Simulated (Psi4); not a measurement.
**InH3F (charge −1): single-point calculation (part 2 of 2)**

InH3F, charge −1, SMILES [H][In-]([H])([H])[F]; DLPNO-MP2/def2-SVPD, RHF, core potentials def2 (Psi4 1.11). The geometry comes from this level: GFN2-xTB.

Geometry of the input (Å):
```
In 0.0017  0.0031  -0.1344
F  0.0095  -0.0193  1.8835
H  1.6439  0.0097  -0.5932
H  -0.8322  1.4253  -0.5650
H  -0.8229  -1.4189  -0.5910
```

### The program's output, continued
```
    Iteration                   Metric       Residual
    @Boys    0   3.8865519353811791E+01              -
    @Boys    1   7.0617921481480224E+01   8.169813E-01
    @Boys    2   7.1588086557109804E+01   1.373823E-02
    @Boys    3   7.1643507652927198E+01   7.741665E-04
    @Boys    4   7.1647685551468030E+01   5.831510E-05
    @Boys    5   7.1650769683053213E+01   4.304580E-05
    @Boys    6   7.1652899084490386E+01   2.971917E-05
    @Boys    7   7.1654860302597271E+01   2.737109E-05
    @Boys    8   7.1655618672930217E+01   1.058366E-05
    @Boys    9   7.1656432249760684E+01   1.135399E-05
    @Boys   10   7.1656715230083961E+01   3.949127E-06
    @Boys   11   7.1656931552024929E+01   3.018865E-06
    @Boys   12   7.1657051581606538E+01   1.675059E-06
    @Boys   13   7.1657092717238214E+01   5.740626E-07
    @Boys   14   7.1657115093580984E+01   3.122698E-07
    @Boys   15   7.1657140133640212E+01   3.494427E-07
    @Boys   16   7.1657153573986733E+01   1.875647E-07
    @Boys   17   7.1657162201093115E+01   1.203942E-07
    @Boys   18   7.1657168296011520E+01   8.505665E-08
    @Boys   19   7.1657171127667382E+01   3.951671E-08
    @Boys   20   7.1657175260345880E+01   5.767292E-08
    @Boys   21   7.1657177690881554E+01   3.391894E-08
    @Boys   22   7.1657180190936046E+01   3.488910E-08
    @Boys   23   7.1657182092281730E+01   2.653392E-08
    @Boys   24   7.1657183981057017E+01   2.635849E-08
    @Boys   25   7.1657185799410854E+01   2.537574E-08
    @Boys   26   7.1657187457336121E+01   2.313690E-08
    @Boys   27   7.1657188929778940E+01   2.054843E-08
    @Boys   28   7.1657190076326884E+01   1.600046E-08
    @Boys   29   7.1657191013930600E+01   1.308457E-08
    @Boys   30   7.1657192379971917E+01   1.906356E-08
    @Boys   31   7.1657193458732564E+01   1.505446E-08
    @Boys   32   7.1657194092161475E+01   8.839711E-09
    @Boys   33   7.1657195019954685E+01   1.294766E-08
    @Boys   34   7.1657195868775716E+01   1.184558E-08
    @Boys   35   7.1657196816866403E+01   1.323092E-08
    @Boys   36   7.1657197766530288E+01   1.325288E-08
    @Boys   37   7.1657198665219923E+01   1.254151E-08
    @Boys   38   7.1657199167137946E+01   7.004433E-09
    @Boys   39   7.1657199785928611E+01   8.635429E-09
    @Boys   40   7.1657200501250770E+01   9.982558E-09
    @Boys   41   7.1657201123895732E+01   8.689217E-09
    @Boys   42   7.1657201535314130E+01   5.741480E-09
    @Boys   43   7.1657202057858726E+01   7.292283E-09
    @Boys   44   7.1657202545754132E+01   6.808742E-09
    @Boys   45   7.1657203055707384E+01   7.116567E-09
    @Boys   46   7.1657203512338555E+01   6.372439E-09
    @Boys   47   7.1657203880801944E+01   5.142029E-09
    @Boys   48   7.1657204326074293E+01   6.213923E-09
    @Boys   49   7.1657204630603729E+01   4.249809E-09
    @Boys   50   7.1657205009054351E+01   5.281404E-09
    @Boys   51   7.1657205265903684E+01   3.584417E-09
    @Boys   52   7.1657205640863054E+01   5.232682E-09
    @Boys   53   7.1657205961421553E+01   4.473500E-09
    @Boys   54   7.1657206154530328E+01   2.694897E-09
    @Boys   55   7.1657206463958971E+01   4.318179E-09
    @Boys   56   7.1657206680170844E+01   3.017308E-09
    @Boys   57   7.1657206941195824E+01   3.642690E-09
    @Boys   58   7.1657207153566503E+01   2.963703E-09
    @Boys   59   7.1657207340499994E+01   2.608719E-09
    @Boys   60   7.1657207463383429E+01   1.714879E-09
    @Boys   61   7.1657207611135334E+01   2.061927E-09
    @Boys   62   7.1657207788274377E+01   2.472034E-09
    @Boys   63   7.1657207954188351E+01   2.315384E-09
    @Boys   64   7.1657208125093632E+01   2.385040E-09
    @Boys   65   7.1657208291246988E+01   2.318725E-09
    @Boys   66   7.1657208493440024E+01   2.821671E-09
    @Boys   67   7.1657208620273110E+01   1.769998E-09
    @Boys   68   7.1657208716347668E+01   1.340752E-09
    @Boys   69   7.1657208828432573E+01   1.564182E-09
    @Boys   70   7.1657208907487046E+01   1.103231E-09
    @Boys   71   7.1657209017256321E+01   1.531866E-09
    @Boys   72   7.1657209128306718E+01   1.549745E-09
    @Boys   73   7.1657209219271351E+01   1.269441E-09
    @Boys   74   7.1657209318767130E+01   1.388496E-09
    @Boys   75   7.1657209403758344E+01   1.186080E-09
    @Boys   76   7.1657209475814597E+01   1.005569E-09
    @Boys   77   7.1657209532644544E+01   7.930807E-10
    @Boys   78   7.1657209576399126E+01   6.106096E-10
    @Boys   79   7.1657209653808437E+01   1.080272E-09
    @Boys   80   7.1657209714492211E+01   8.468621E-10
    @Boys   81   7.1657209786900893E+01   1.010487E-09
    @Boys   82   7.1657209848145840E+01   8.546934E-10
    @Boys   83   7.1657209895528808E+01   6.612450E-10
    @Boys   84   7.1657209948951049E+01   7.455250E-10
    @Boys   85   7.1657209999444987E+01   7.046596E-10
    @Boys   86   7.1657210048501526E+01   6.846002E-10
    @Boys   87   7.1657210097537131E+01   6.843081E-10
    @Boys   88   7.1657210147865428E+01   7.023480E-10
    @Boys   89   7.1657210179154930E+01   4.366553E-10
    @Boys   90   7.1657210213794826E+01   4.834112E-10
    @Boys   91   7.1657210250797888E+01   5.163899E-10
    @Boys   92   7.1657210279926147E+01   4.064945E-10
    @Boys   93   7.1657210298621408E+01   2.608985E-10
    @Boys   94   7.1657210328756491E+01   4.205450E-10
    @Boys   95   7.1657210349345348E+01   2.873243E-10
    @Boys   96   7.1657210377130525E+01   3.877513E-10
    @Boys   97   7.1657210399625740E+01   3.139281E-10
    @Boys   98   7.1657210424084866E+01   3.413352E-10
    @Boys   99   7.1657210441741967E+01   2.464107E-10
    @Boys  100   7.1657210455326975E+01   1.895833E-10
    @Boys  101   7.1657210467240347E+01   1.662550E-10
    @Boys  102   7.1657210482813326E+01   2.173261E-10
    @Boys  103   7.1657210499762371E+01   2.365295E-10
    @Boys  104   7.1657210516327893E+01   2.311773E-10
    @Boys  105   7.1657210526845958E+01   1.467831E-10
    @Boys  106   7.1657210541220579E+01   2.006026E-10
    @Boys  107   7.1657210550202848E+01   1.253505E-10
    @Boys  108   7.1657210563611116E+01   1.871168E-10
    @Boys  109   7.1657210578579509E+01   2.088889E-10
    @Boys  110   7.1657210589828551E+01   1.569841E-10
    @Boys  111   7.1657210599258462E+01   1.315975E-10
    @Boys  112   7.1657210604935443E+01   7.922414E-11
    @Boys  113   7.1657210613479606E+01   1.192366E-10
    @Boys  114   7.1657210621065019E+01   1.058569E-10
    @Boys  115   7.1657210629146945E+01   1.127859E-10
    @Boys  116   7.1657210635573136E+01   8.967962E-11
    @Boys  117   7.1657210641597885E+01   8.407735E-11
    @Boys  118   7.1657210647724270E+01   8.549572E-11
    @Boys  119   7.1657210654588525E+01   9.579294E-11
    @Boys  120   7.1657210661409451E+01   9.518827E-11
    @Boys  121   7.1657210665688169E+01   5.971092E-11
    @Boys  122   7.1657210671181858E+01   7.666624E-11
    @Boys  123   7.1657210676052358E+01   6.796944E-11
    @Boys  124   7.1657210680121722E+01   5.678931E-11
    @Boys  125   7.1657210683873330E+01   5.235494E-11
    @Boys  126   7.1657210688492469E+01   6.446161E-11
    @Boys  127   7.1657210693822364E+01   7.438044E-11
    @Boys  128   7.1657210696741856E+01   4.074248E-11
    @Boys  129   7.1657210699774694E+01   4.232425E-11
    @Boys  130   7.1657210703040093E+01   4.556971E-11
    @Boys  131   7.1657210706095427E+01   4.263819E-11
    @Boys  132   7.1657210708734965E+01   3.683563E-11
    @Boys  133   7.1657210712085345E+01   4.675565E-11
    @Boys  134   7.1657210713707883E+01   2.264306E-11
    @Boys  135   7.1657210716070551E+01   3.297181E-11
    @Boys  136   7.1657210718538565E+01   3.444194E-11
    @Boys  137   7.1657210720188047E+01   2.301907E-11
    @Boys  138   7.1657210722424395E+01   3.120897E-11
    @Boys  139   7.1657210724380832E+01   2.730272E-11
    @Boys  140   7.1657210726202891E+01   2.542743E-11
    @Boys  141   7.1657210727341948E+01   1.589591E-11
    @Boys  142   7.1657210728899287E+01   2.173318E-11
    @Boys  143   7.1657210730016772E+01   1.559487E-11
    @Boys  144   7.1657210731307060E+01   1.800641E-11
    @Boys  145   7.1657210732971777E+01   2.323167E-11
    @Boys  146   7.1657210734183025E+01   1.690337E-11
    @Boys  147   7.1657210735211748E+01   1.435618E-11
    @Boys  148   7.1657210735994511E+01   1.092371E-11
    @Boys  149   7.1657210737052395E+01   1.476313E-11
    @Boys  150   7.1657210737953932E+01   1.258124E-11
    @Boys  151   7.1657210738724501E+01   1.075355E-11
    @Boys  152   7.1657210739331632E+01   8.472704E-12
    @Boys  153   7.1657210740205272E+01   1.219194E-11
    @Boys  154   7.1657210741074266E+01   1.212709E-11
    @Boys  155   7.1657210741580499E+01   7.064652E-12
    @Boys  156   7.1657210742091337E+01   7.128907E-12
    @Boys  157   7.1657210742826351E+01   1.025736E-11
    @Boys  158   7.1657210743580634E+01   1.052628E-11
    @Boys  159   7.1657210744270316E+01   9.624729E-12
    @Boys  160   7.1657210745017764E+01   1.043089E-11
    @Boys  161   7.1657210745403560E+01   5.383914E-12
    @Boys  162   7.1657210745733067E+01   4.598380E-12
    @Boys  163   7.1657210746191865E+01   6.402670E-12
    @Boys  164   7.1657210746631620E+01   6.136925E-12
    @Boys  165   7.1657210747116409E+01   6.765392E-12
    @Boys  166   7.1657210747510319E+01   5.497153E-12
    @Boys  167   7.1657210747886211E+01   5.245687E-12
    @Boys  168   7.1657210748167103E+01   3.919937E-12
    @Boys  169   7.1657210748515524E+01   4.862340E-12
    @Boys  170   7.1657210748910956E+01   5.518373E-12
    @Boys  171   7.1657210749216404E+01   4.262629E-12
    @Boys  172   7.1657210749489280E+01   3.808086E-12
    @Boys  173   7.1657210749670753E+01   2.532510E-12
    @Boys  174   7.1657210749972762E+01   4.214636E-12
    @Boys  175   7.1657210750240665E+01   3.738675E-12
    @Boys  176   7.1657210750485206E+01   3.412642E-12
    @Boys  177   7.1657210750750423E+01   3.701193E-12
    @Boys  178   7.1657210750956054E+01   2.869649E-12
    @Boys  179   7.1657210751130464E+01   2.433947E-12
    @Boys  180   7.1657210751270867E+01   1.959374E-12
    @Boys  181   7.1657210751474310E+01   2.839108E-12
    @Boys  182   7.1657210751658155E+01   2.565629E-12
    @Boys  183   7.1657210751783225E+01   1.745389E-12
    @Boys  184   7.1657210751923571E+01   1.958580E-12
    @Boys  185   7.1657210752067925E+01   2.014506E-12
    @Boys  186   7.1657210752248290E+01   2.517041E-12
    @Boys  187   7.1657210752338941E+01   1.265065E-12
    @Boys  188   7.1657210752436740E+01   1.364819E-12
    @Boys  189   7.1657210752584064E+01   2.055954E-12
    @Boys  190   7.1657210752710256E+01   1.761056E-12
    @Boys  191   7.1657210752807288E+01   1.354110E-12
    @Boys  192   7.1657210752905101E+01   1.365017E-12
    @Boys  193   7.1657210752989641E+01   1.179789E-12
    @Boys  194   7.1657210753074750E+01   1.187721E-12
    @Boys  195   7.1657210753165657E+01   1.268635E-12
    @Boys  196   7.1657210753251846E+01   1.202794E-12
    @Boys  197   7.1657210753327533E+01   1.056237E-12
    @Boys  198   7.1657210753392150E+01   9.017481E-13

    Boys Localizer converged.

  ==> Forming Local MO Domains <==

    Auxiliary BFs per Local MO:
      Average =  201 AUX BFs (2 atoms)
      Min     =  153 AUX BFs (2 atoms)
      Max     =  263 AUX BFs (5 atoms)

    Projected AOs per Local MO:
      Average =   79 PAOs (5 atoms)
      Min     =   79 PAOs (5 atoms)
      Max     =   79 PAOs (5 atoms)

    Local MOs per Local MO:
      Average =   12 LMOs
      Min     =   12 LMOs
      Max     =   12 LMOs

    Screened 0 of 144 LMO pairs (0.00 %)
             0 pairs met overlap criteria
             12 pairs met energy criteria

    Screened LMO pair energy =  0.000000000000

  ==> Merging LMO Domains into LMO Pair Domains <==

    Auxiliary BFs per Local MO pair:
      Average =  232 AUX BFs (3 atoms)
      Min     =  153 AUX BFs (2 atoms)
      Max     =  263 AUX BFs (5 atoms)

    Local MOs per Local MO pair:
      Average =   12 LMOs
      Min     =   12 LMOs
      Max     =   12 LMOs

    Projected AOs per Local MO pair:
      Average =   79 PAOs (5 atoms)
      Min     =   79 PAOs (5 atoms)
      Max     =   79 PAOs (5 atoms)

    Coefficient sparsity in AO -> LMO transform:   0.00 %
    Coefficient sparsity in AO -> PAO transform:   0.00 %
    Coefficient sparsity in combined transforms:   0.00 %

    Storing transformed LMO/PAO integrals in sparse format.
    Required memory: 0.002 GiB (0.00 % reduction from dense format)

  ==> Transforming 3-Index Integrals to LMO/PAO basis <==

  ==> Forming Pair Natural Orbitals <==

    Natural Orbitals per Local MO pair:
      Avg:  30 NOs
      Min:   8 NOs
      Max:  46 NOs

    PNO truncation energy = -0.000065287938

  ==> Local MP2 <==

    E_CONVERGENCE = 1.00e-06
    R_CONVERGENCE = 1.00e-06

                     Corr. Energy    Delta E     Max R
  @LMP2 iter   0:  -0.332079354067 -3.321e-01  1.152e-03
  @LMP2 iter   1:  -0.335673881926 -3.595e-03  3.413e-04
  @LMP2 iter   2:  -0.335823388615 -1.495e-04  8.539e-05
  @LMP2 iter   3:  -0.335840806171 -1.742e-05  2.118e-05
  @LMP2 iter   4:  -0.335841595050 -7.889e-07  2.381e-06
  @LMP2 iter   5:  -0.335841612613 -1.756e-08  6.943e-07

  Total DLPNO-MP2 Correlation Energy:  -0.335906900551
    MP2 Correlation Energy:            -0.335841612613
    LMO Truncation Correction:          0.000000000000
    PNO Truncation Correction:         -0.000065287938

	total time  =          0 seconds =       0.00 minutes

    Psi4 run time: 0:00:01.08
```

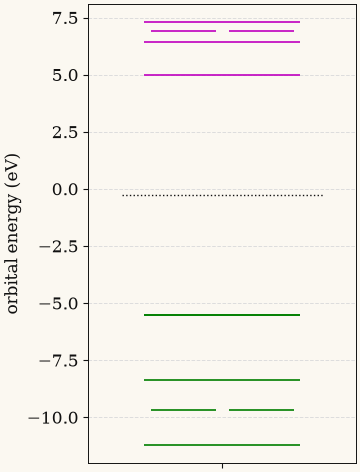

*Orbital energies near the frontier (SCF reference); the dotted line parts filled from empty levels, and levels within 0.02 eV of each other stand side by side.*

Highest filled −5.51 eV, lowest empty 4.99 eV, 10.50 eV apart.

### Results in brief

```csv
quantity,value
outcome,converged
total energy,−290.679343 hartree
SCF energy,−290.343436 hartree
MP2 energy,−290.679343 hartree
correlation energy,−0.335907 hartree
basis functions,79
HOMO of the SCF reference,−5.51 eV
LUMO of the SCF reference,4.99 eV
hardware,"1 thread of Intel Xeon (Granite Rapids), 12 GiB of memory available, shared host"
wall time,1.8 s
peak memory,0.23 GiB
```

Settings chosen away from the usual ones: print set to 2.
